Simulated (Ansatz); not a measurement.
**AsH2Si (doublet): density, localisation and related maps**

Input file:

```
crystal:
  periodic: [false, false, false]
  atoms:
    - symbol: As
      position_ang: [0.474178, 1.764289, -0.416889]
    - symbol: Si
      position_ang: [-0.525763, -0.149923, -0.119913]
    - symbol: H
      position_ang: [-1.147341, -0.580113, 1.157361]
    - symbol: H
      position_ang: [-0.671905, -1.189412, -1.169179]
basis:
  gaussian:
    orbitals: def2-TZVPD
magnetization:
  spin_polarized: true
  initial_magnetization: 1
hamiltonian:
  xc: pbe0
output: {forces: true, orbitals: {seedname: orbitals}}
```

Launched as:

```sh
ansatz run input.yaml --threads 2 --pin off --max-ram 4350MiB --events-out events.jsonl --progress --plain --runs-dir runs
```

Geometry: B3LYP-D3(BJ)/6-311G**.

Level of theory: Ansatz 0.2.0, isolated molecule in a Gaussian basis; Kohn-Sham density functional theory, functional PBE0.

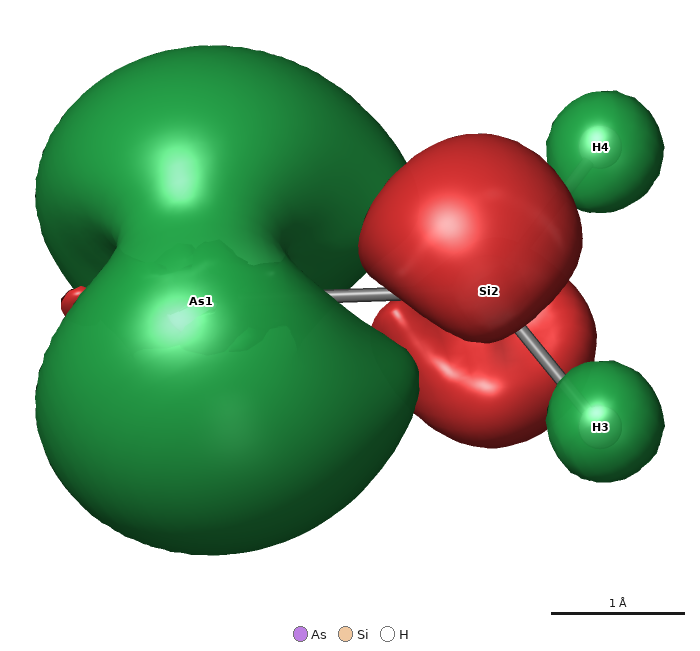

Figure 1. Isosurfaces of the spin density at +0.015 (green) and −0.015 e/Å³ (red), seen at a tilt.

Question: Describe the spin distribution.

Answer: The unpaired spin (1 electron) lies mostly on As1 (about 1.0), in electrons by Hirshfeld's partition, with opposite, polarisation-induced spin on Si2.

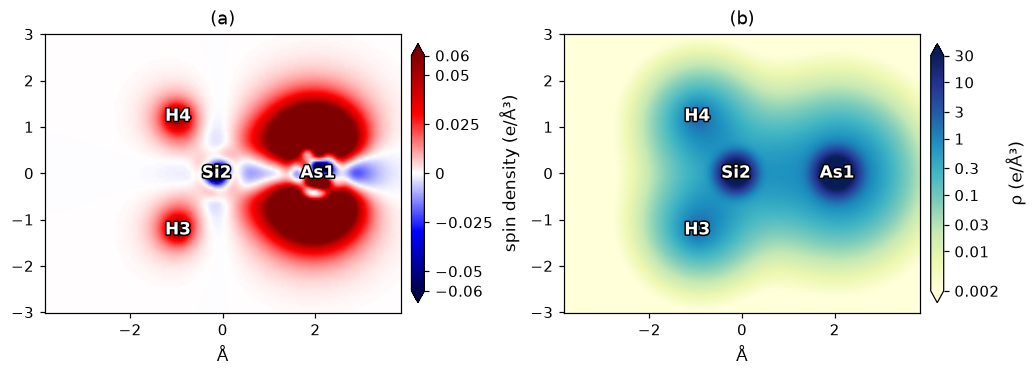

Figure 2. (a) spin density; (b) electron density on the molecular plane.

Question: Interpret the plot.

Answer: The plane passes through As, Si and H nuclei.
Si–As (2.18 Å): the density is about 0.76 e/Å³ at the midpoint.
Si–H (1.48 Å): ρ is about 0.81 e/Å³ halfway.

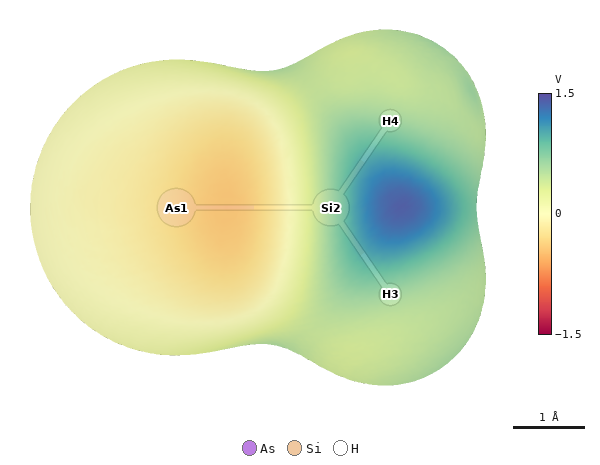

Figure 3. The molecular electrostatic potential painted on the density surface at 0.002 e/bohr³, seen across its widest extent; the colour scale runs from red (negative) to blue (positive).

Question: Where is the surface potential most negative and most positive?

Answer: The most negative region (about −0.4 V, or −9 kcal/mol for a unit charge) lies over As1, the most positive (about +1.4 V, or +32 kcal/mol for a unit charge) over Si2.
